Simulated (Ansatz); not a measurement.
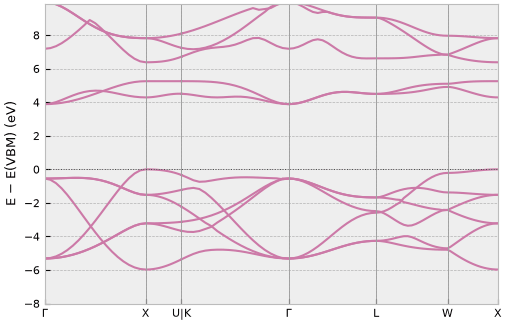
Fig. 1. Band structure from the program Ansatz at the r²SCAN level (PAW)

Task: Read off the gap and where the band edges lie.

Result: About 3.9 eV (3.89 eV by a search for the band edges); maximum at X, minimum at Γ.

Task: Which compound is it?
A) MgSe, rock salt
B) GaN, zinc blende
C) ZrO2, fluorite

Result: C, ZrO2, fluorite

Space group Fm-3m (fluorite). This is a known high-temperature phase of the composition, computed here at zero pressure and temperature. Symmetry was held in the r²SCAN relaxation; whether a distortion lowers the energy is not shown. No spin polarisation was allowed. Spin–orbit coupling is left out wherever it is not named.

Potentials: the later of the program's two PAW sets.
